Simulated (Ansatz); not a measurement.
**UBCCD(T)/STO-3G run of Si2H5 (SMILES [SiH2][SiH3])**

What is the energy change on altering one bond length of Si2H5 at UBCCD(T)/STO-3G? 

The results are computed with Ansatz 0.2.0.

29 further runs of the same task are left out: 29 set aside as unsound or not needed.

## Step 1: Starting point

Si2H5 has 7 atoms, charge 0, and is taken as a doublet. As SMILES, `[SiH2][SiH3]`. The shape is that of a PBE0-D4/def2-TZVP optimisation.

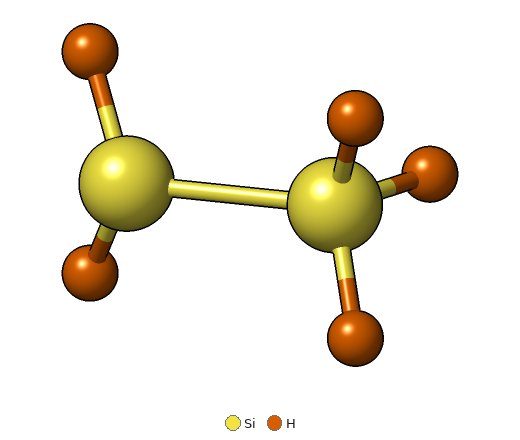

Viewed from a chosen angle; silicon yellow, hydrogen orange.

## Step 2: The energy at UBCCD(T)/STO-3G

Contents of run.yaml:

```yaml
basis:
  gaussian:
    orbitals: STO-3G
crystal:
  periodic: [false, false, false]
  atoms:
    - {symbol: Si, position_ang: [-0.209600, -1.361200, -0.191100]}
    - {symbol: Si, position_ang: [0.357900, 0.889200, -0.062000]}
    - {symbol: H, position_ang: [-0.002600, -2.123900, 1.070300]}
    - {symbol: H, position_ang: [-1.573600, -1.624600, -0.725600]}
    - {symbol: H, position_ang: [0.210000, 1.502800, -1.408000]}
    - {symbol: H, position_ang: [-0.495800, 1.643100, 0.898600]}
    - {symbol: H, position_ang: [1.774900, 1.006800, 0.372200]}
accuracy: high
magnetization:
  spin_polarized: true
  initial_magnetization: 1
correlation:
  method: bccd_t
  frozen_orbitals: {H: 0, Si: 5}
scf:
  omitted_lower_state_checks: [cluster_reference, increment]
```

The run is started by

```bash
$ ansatz run run.yaml --threads 1 --pin off --max-ram 2610MiB --events-out events.jsonl --progress --plain --runs-dir runs
```

What it wrote (excerpt; [...] marks lines left out):

```text
Warning: RAYON_NUM_THREADS=1 ignored (pool sized by the plan → 1); use --threads N
Functional definition: HF
  name "HF"
[...]
410 factors; integrals over basis functions are off by at most 4.9e-9 eV
[...]
mean field -15620.92645191 eV, -574.0584588633 hartree, gradient 1.1e-8 eV, S^2 0.754385; 0 other end points of the search recorded, 0 dependent functions left out
10 core orbitals not correlated: weight in the atoms' cores, before any rotation towards them, 1.000 or more for the frozen orbitals, at most 0.000 for the correlated occupied ones
reference -15620.92645191 eV, -574.0584588633 hartree; 7, 6 occupied and 6, 7 virtual orbitals, 410 factors
second order -1.94730633 eV of doubles, -0.00000000 eV of singles
cycle   1  -2.56624269 eV  change   -6.2e-1 eV  update   6.7e-2
[...]
cycle  21  -2.91730454 eV  change   2.8e-11 eV  update  6.8e-10
perturbative correction -0.02298632 eV, -0.0008447317 hartree
Total energy: -15623.86674277 eV, -574.1665125596 hartree
Checks for a lower state left out: cluster_reference, increment
```

It took 0.36 s on 1 thread of Arm Neoverse V1, shared host.

## Step 3: The distorted shape at the same level

Contents of input.yaml:

```yaml
crystal:
  periodic: [false, false, false]
  atoms:
    - {symbol: Si, position_ang: [0.131403, -1.295349, -0.057474]}
    - {symbol: Si, position_ang: [0.698903, 0.955051, 0.071626]}
    - {symbol: H, position_ang: [0.338403, -2.058049, 1.203926]}
    - {symbol: H, position_ang: [-1.573600, -1.624600, -0.725600]}
    - {symbol: H, position_ang: [0.551003, 1.568651, -1.274374]}
    - {symbol: H, position_ang: [-0.154797, 1.708951, 1.032226]}
    - {symbol: H, position_ang: [2.115903, 1.072651, 0.505826]}
basis:
  gaussian: {orbitals: STO-3G}
scf: {omitted_lower_state_checks: [cluster_reference, increment]}
correlation: {method: bccd_t, frozen_orbitals: {H: 0, Si: 5}}
magnetization: {spin_polarized: true, initial_magnetization: 1}
accuracy: high
```

The run is started by

```bash
$ ansatz run input.yaml --threads 1 --pin off --max-ram 2610MiB --events-out events.jsonl --progress --plain --runs-dir runs
```

What it wrote (excerpt; [...] marks lines left out):

```text
Warning: RAYON_NUM_THREADS=1 ignored (pool sized by the plan → 1); use --threads N
[... 2 set-up lines as earlier in the session ...]
[...]
410 factors; integrals over basis functions are off by at most 1.3e-8 eV
[...]
mean field -15619.30124072 eV, -573.9987334538 hartree, gradient 3.5e-8 eV, S^2 0.757644; 2 other end points of the search recorded, 0 dependent functions left out
10 core orbitals not correlated: weight in the atoms' cores, before any rotation towards them, 1.000 or more for the frozen orbitals, at most 0.000 for the correlated occupied ones
reference -15619.30124072 eV, -573.9987334538 hartree; 7, 6 occupied and 6, 7 virtual orbitals, 410 factors
second order -2.17705152 eV of doubles, -0.00000000 eV of singles
cycle   1  -2.89417495 eV  change   -7.2e-1 eV  update   7.8e-2
[...]
cycle  26  -3.33030174 eV  change   3.8e-10 eV  update  3.8e-10
perturbative correction -0.03165011 eV, -0.0011631200 hartree
Total energy: -15622.66319257 eV, -574.1222829054 hartree
Checks for a lower state left out: cluster_reference, increment
```

It took 0.42 s on 1 thread of Arm Neoverse V1, shared host.

## Step 4: Summary of results

Level: UBCCD(T)/STO-3G, 10 core orbitals frozen.

| quantity | value |
| --- | --- |
| first shape: total energy | -574.16651 Eh |
| first shape: correlation energy (10 core orbitals frozen) | -108.1 mEh |
| first shape: (T) correction | -0.84 mEh |
| first shape: ⟨S²⟩ of the reference determinant | 0.754 |
| distorted shape: total energy | -574.12228 Eh |
| distorted shape: correlation energy (10 core orbitals frozen) | -123.5 mEh |
| distorted shape: (T) correction | -1.16 mEh |
| distorted shape: ⟨S²⟩ of the reference determinant | 0.758 |
| energy change with the Si1–H4 bond stretched from 1.488 to 1.861 Å | 1.204 eV |

In words: With the Si1–H4 bond stretched from 1.488 to 1.861 Å the energy rises by 1.20 eV (116 kJ/mol). The first shape isn't relaxed at this level, so the change isn't measured from a minimum. The minimal basis adds a large error of its own. The triples (first shape) make up 0.8 % of the correlation energy. The triples (distorted shape) make up 0.9 % of the correlation energy.
